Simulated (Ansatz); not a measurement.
The calculation's input:

```
crystal:
  periodic: [false, false, false]
  atoms:
    - { symbol: Al, position_ang: [-0.332585, 0.323459, -0.846767] }
    - { symbol: C, position_ang: [1.676506, -0.091164, 1.583373] }
    - { symbol: H, position_ang: [0.71318, -0.577628, 1.685773] }
    - { symbol: H, position_ang: [2.39047, -0.661783, 2.166816] }
    - { symbol: C, position_ang: [1.614976, 1.359184, 2.04473] }
    - { symbol: H, position_ang: [1.340469, 1.414394, 3.091274] }
    - { symbol: H, position_ang: [2.575751, 1.845682, 1.921237] }
    - { symbol: H, position_ang: [0.883139, 1.938695, 1.489686] }
    - { symbol: H, position_ang: [2.005122, -0.162805, 0.539016] }
    - { symbol: H, position_ang: [-1.361828, 0.201966, 0.432863] }
basis:
  gaussian: { orbitals: def2-TZVP }
hamiltonian:
  xc: hf
relax:
  f_tol: 0.03
  max_steps: 50
output:
  orbitals: {}
```

Command:

```sh
ansatz run input.yaml --threads 4 --pin off --max-ram 5120MiB --backend cpu --events-out ev --progress --plain --runs-dir out
```

The fields are those of the run's last geometry, not of the input's.

Level of theory: RHF/def2-TZVP (Ansatz).

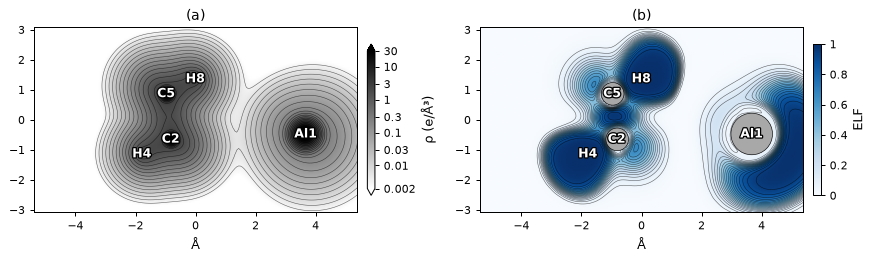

AlH···C2H6. (a) electron density; (b) electron localisation function on the plane of atoms C2, C5 and H8. Grey discs cover the atomic cores in the ELF map.

### What does the map show?

- Atoms in the plane: Al, C and H.
- C–C (1.52 Å): ρ at the midpoint is about 1.7 e/Å³; the ELF peaks at about 1 between the atoms; a shared electron pair.
- C–H (1.08 Å): ρ at the midpoint is about 2 e/Å³; the ELF climbs to about 1 towards the hydrogen, as it does in any bond to H; a covalent bond by its length.
